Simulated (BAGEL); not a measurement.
# CH4BFSe (SMILES C[Se]BF): B3LYP/cc-pVDZ (density fitting with qzvpp-jkfit)

Aim: the energy change on altering one bond length of CH4BFSe at B3LYP/cc-pVDZ (density fitting with qzvpp-jkfit), from 2 runs. 

The calculation is run with BAGEL 1.2.2.

4 further runs of the same task are left out: 2 that didn't finish, 2 set aside as unsound or not needed. Runs told in other sessions of the task aren't counted.

### Step 1. Starting point

CH4BFSe: 8 atoms, total charge 0, spin state singlet. SMILES: `C[Se]BF`. Geometry: relaxed at PBE0-D4/def2-TZVP. This is one conformer, not always the lowest.

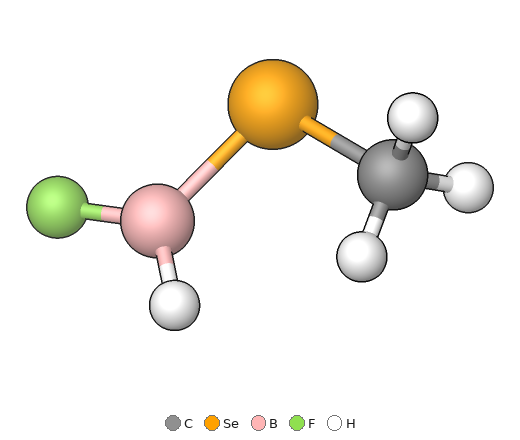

The structure, seen from a chosen angle (carbon grey, selenium orange, boron pink, fluorine green, hydrogen white).

### Step 2. A single-point energy at B3LYP/cc-pVDZ (density fitting with qzvpp-jkfit)

The input, calc.json:

```json
{ "bagel": [

{
  "title": "molecule",
  "basis": "cc-pvdz.json",
  "df_basis": "qzvpp-jkfit",
  "angstrom": true,
  "geometry": [
    { "atom": "C", "xyz": [      -0.616800,       1.012200,      -0.552300 ] },
    { "atom": "Se", "xyz": [       0.736900,       0.681100,       0.812600 ] },
    { "atom": "B", "xyz": [       0.806100,      -1.235400,       0.688400 ] },
    { "atom": "F", "xyz": [       1.634200,      -1.902200,       1.474400 ] },
    { "atom": "H", "xyz": [      -0.942100,       0.061000,      -0.968400 ] },
    { "atom": "H", "xyz": [      -1.457800,       1.525900,      -0.092200 ] },
    { "atom": "H", "xyz": [      -0.182300,       1.632700,      -1.332700 ] },
    { "atom": "H", "xyz": [       0.114100,      -1.832300,      -0.085600 ] }
  ]
},

{ "title": "ks", "xc_func": "b3lyp" },

{ "title": "print", "file": "orbitals.molden", "orbitals": true }

]}
```

The basis set cc-pVDZ is read from a file made from the Basis Set Exchange's data (not shown).

Launch:

```sh
$ BAGEL_NUM_THREADS=1 BAGEL calc.json > calc.out
```

The log of the run:

```text
* using 1 threads per process

  ===============================================================
  ===============================================================

  *** Geometry ***

  { "atom" : "C", "xyz" : [     -1.165583,      1.912781,     -1.043696 ] },
  { "atom" : "Se", "xyz" : [      1.392539,      1.287092,      1.535591 ] },
  { "atom" : "B", "xyz" : [      1.523308,     -2.334568,      1.300887 ] },
  { "atom" : "F", "xyz" : [      3.088190,     -3.594637,      2.786212 ] },
  { "atom" : "H", "xyz" : [     -1.780311,      0.115273,     -1.830011 ] },
  { "atom" : "H", "xyz" : [     -2.754843,      2.883533,     -0.174233 ] },
  { "atom" : "H", "xyz" : [     -0.344497,      3.085356,     -2.518438 ] },
  { "atom" : "H", "xyz" : [      0.215618,     -3.462545,     -0.161761 ] },

  Number of auxiliary basis functions:      565

  Since a DF basis is specified, we compute 2- and 3-index integrals:
    o Being stored without compression. Storage requirement is 0.036 GB

  Number of basis functions:       89
  Number of electrons      :       58

    * METHOD: MOLECULE                             0.30

  *** Kohn-Sham DFT ***

    * Removing 13712 points whose weight is below 1.00e-10
    * Grid points: 105536

  === Nuclear Repulsion ===
   239.0582970931

       - DIIS with orbital gradients will be used.

  === KS iteration (b3lyp / cc-pvdz.json) ===
      0      -2516.28878487          0.08677852           0.38
      1      -2315.07614063          0.27567632           0.37
      2      -2497.84488376          0.07440278           0.37
      3      -2388.74095987          0.26549539           0.37
      4      -2404.90408118          0.22119915           0.38
      5      -2408.33171831          0.21626127           0.38
      6      -2408.16655479          0.21726165           0.37
      7      -2407.35597147          0.21963505           0.37
      8      -2500.63411184          0.09523763           0.38
      9      -2542.92713230          0.11543832           0.38
[... 17 lines of this table left out ...]
     27      -2566.84313750          0.00000025           0.38
     28      -2566.84313750          0.00000016           0.38
     29      -2566.84313750          0.00000004           0.38
     30      -2566.84313750          0.00000001           0.39
    * SCF iteration converged.

    * Permanent dipole moment:
           (    0.522384,    -0.310313,     0.507748) a.u.

    * METHOD: KS                                  12.25

    * METHOD: PRINT                                0.01

  ===============================================================
```

Run time: 13 s. Hardware: 1 thread of Arm Neoverse V2, shared host; peak memory 0.48 GiB.

### Step 3. The distorted shape at the same level

The input, calc.json:

```json
{ "bagel" : [

{
  "title" : "molecule",
  "basis" : "cc-pvdz.json",
  "df_basis" : "qzvpp-jkfit",
  "angstrom" : true,
  "geometry" : [
    { "atom" : "C", "xyz" : [      -1.022937,       1.111537,      -0.961797 ] },
    { "atom" : "Se", "xyz" : [       0.736900,       0.681100,       0.812600 ] },
    { "atom" : "B", "xyz" : [       0.806100,      -1.235400,       0.688400 ] },
    { "atom" : "F", "xyz" : [       1.634200,      -1.902200,       1.474400 ] },
    { "atom" : "H", "xyz" : [      -1.348237,       0.160337,      -1.377897 ] },
    { "atom" : "H", "xyz" : [      -1.863937,       1.625237,      -0.501697 ] },
    { "atom" : "H", "xyz" : [      -0.588437,       1.732037,      -1.742197 ] },
    { "atom" : "H", "xyz" : [       0.114100,      -1.832300,      -0.085600 ] }
  ]
},

{
  "title" : "ks",
  "xc_func" : "b3lyp"
},

{
  "title" : "print",
  "file" : "orbitals.molden",
  "orbitals" : true
}

]}
```

The basis set cc-pVDZ is read from a file made from the Basis Set Exchange's data (not shown).

Launch:

```sh
$ BAGEL_NUM_THREADS=1 BAGEL calc.json > calc.out
```

The log of the run:

```text
* using 1 threads per process

  ===============================================================
  ===============================================================

  *** Geometry ***

  { "atom" : "C", "xyz" : [     -1.933071,      2.100501,     -1.817533 ] },
  { "atom" : "Se", "xyz" : [      1.392539,      1.287092,      1.535591 ] },
  { "atom" : "B", "xyz" : [      1.523308,     -2.334568,      1.300887 ] },
  { "atom" : "F", "xyz" : [      3.088190,     -3.594637,      2.786212 ] },
  { "atom" : "H", "xyz" : [     -2.547799,      0.302993,     -2.603848 ] },
  { "atom" : "H", "xyz" : [     -3.522330,      3.071253,     -0.948070 ] },
  { "atom" : "H", "xyz" : [     -1.111985,      3.273076,     -3.292275 ] },
  { "atom" : "H", "xyz" : [      0.215618,     -3.462545,     -0.161761 ] },

  Number of auxiliary basis functions:      565

  Since a DF basis is specified, we compute 2- and 3-index integrals:
    o Being stored without compression. Storage requirement is 0.036 GB

  Number of basis functions:       89
  Number of electrons      :       58

    * METHOD: MOLECULE                             0.30

  *** Kohn-Sham DFT ***

    * Removing 12933 points whose weight is below 1.00e-10
    * Grid points: 106315

  === Nuclear Repulsion ===
   220.2423114768

       - DIIS with orbital gradients will be used.

  === KS iteration (b3lyp / cc-pvdz.json) ===
      0      -2518.92905793          0.06744230           0.37
      1      -2247.44898343          0.20243930           0.37
      2      -2464.26226459          0.09329587           0.37
      3      -2539.23849939          0.09790877           0.37
      4      -2549.54267957          0.07224680           0.37
      5      -2559.43890517          0.07438100           0.37
      6      -2558.60883739          0.06205962           0.36
      7      -2561.49957593          0.05811163           0.37
      8      -2519.07158508          0.14014114           0.37
      9      -2558.57850791          0.06716054           0.37
     10      -2564.77573090          0.04576872           0.37
     11      -2566.62097647          0.01542464           0.37
     12      -2566.79357829          0.00241546           0.37
     13      -2566.79676849          0.00148953           0.38
     14      -2566.79844326          0.00081012           0.38
     15      -2566.79899701          0.00017625           0.38
     16      -2566.79901234          0.00009580           0.38
     17      -2566.79901881          0.00002968           0.37
     18      -2566.79901923          0.00001357           0.37
     19      -2566.79901937          0.00000130           0.38
     20      -2566.79901937          0.00000044           0.38
     21      -2566.79901937          0.00000050           0.38
     22      -2566.79901937          0.00000007           0.38
     23      -2566.79901937          0.00000003           0.37
     24      -2566.79901937          0.00000002           0.37
     25      -2566.79901937          0.00000000           0.38
    * SCF iteration converged.

    * Permanent dipole moment:
           (    0.642100,    -0.331867,     0.629164) a.u.

    * METHOD: KS                                  10.19

    * METHOD: PRINT                                0.01

  ===============================================================
```

Run time: 11 s. Hardware: 1 thread of Arm Neoverse V2, shared host; peak memory 0.48 GiB.

### Step 4. Results

Level: B3LYP/cc-pVDZ (density fitting with qzvpp-jkfit).

| quantity | value |
| --- | --- |
| first shape: total energy | -2566.84314 Eh |
| first shape: dipole moment | 2.01 D |
| first shape: HOMO energy | -6.87 eV |
| first shape: LUMO energy | -0.58 eV |
| first shape: HOMO–LUMO gap | 6.29 eV |
| distorted shape: total energy | -2566.79902 Eh |
| distorted shape: dipole moment | 2.44 D |
| distorted shape: HOMO energy | -6.97 eV |
| distorted shape: LUMO energy | -2.65 eV |
| distorted shape: HOMO–LUMO gap | 4.32 eV |
| energy change with the C1–Se2 bond stretched from 1.951 to 2.536 Å | 1.201 eV |

**Reading.** With the C1–Se2 bond stretched from 1.951 to 2.536 Å the energy rises by 1.20 eV (28 kcal/mol). The first shape isn't relaxed at this level, so the change isn't measured from a minimum.
